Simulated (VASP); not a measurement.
Consider the following.

```
O2Si
1.0
    4.21598     0.00000     0.00000
    0.00000     4.21598     0.00000
    0.00000     0.00000     2.68780
Si O
2 4
Cartesian
  4.21598   4.21598   0.00000
  2.10799   2.10799   1.34390
  1.29122   1.29122   0.00000
  3.39921   0.81676   1.34390
  0.81676   3.39921   1.34390
  2.92475   2.92475   2.68780
```

Computed with PBE GGA with D3 dispersion (zero damping), VASP's PBE PAW potentials (set 64) (plane waves; VASP). Numerical set-up: 520 eV cut-off, 6×6×9 Γ-centred mesh, tetrahedra with Blöchl corrections, potentials Si O.

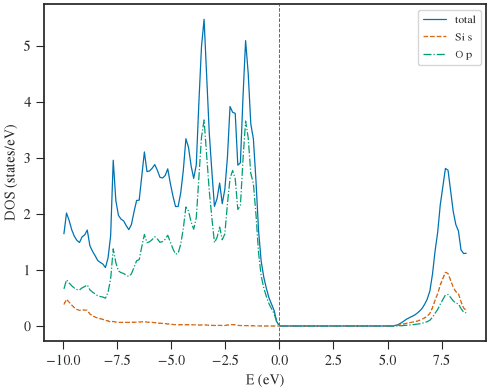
Figure: Total and projected density of states, zero at the valence-band maximum

Within 2 eV below the valence-band maximum the largest weight inside VASP's projection spheres is O p.

The gap is direct, 5.16 eV, from the valence maximum at Γ to the conduction minimum at Γ.

The compound is SiO2 in the rutile structure, stishovite, a high-pressure form. It was relaxed first.
